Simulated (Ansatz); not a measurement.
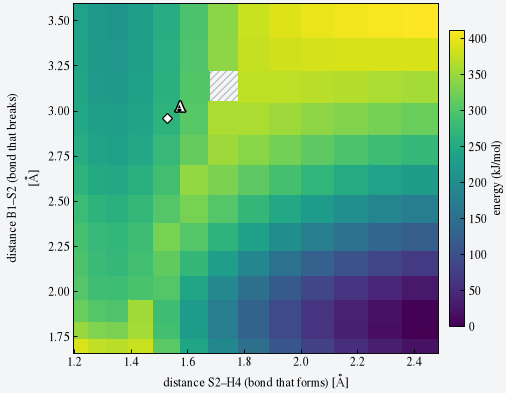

The reacting system BFH₃NS (fragments BFH₃NS where the first distance is long, BFHN + H₂S where the second is long). Coordinates scanned: (1) distance S2–H4 (bond that forms); (2) distance B1–S2 (bond that breaks). Relaxed at each point: all other coordinates. The scan uses a 13 × 13 grid. At 1 point there is no value. Points are written as (first, second). Energies: kJ/mol, counted from the lowest grid point. Energies and slopes of some neighbouring points disagree (a jump in structure or state, or too coarse a mesh). The reference is spin-restricted, so regions where a bond is pulled apart into radicals lie too high. All numbers below come from RHF/def2-SVP (Ansatz).

The picture shows one coloured cell a grid point, hatched blanks where no value was computed, the point A.

Which way does the force act at A, and how strong is it?

Answer. A, at (1.528 Å, 2.957 Å), is not a stationary point. The computed force is 350 kJ/mol for each Å towards smaller values of the first coordinate and 38 kJ/mol for each Å towards larger values of the second coordinate.
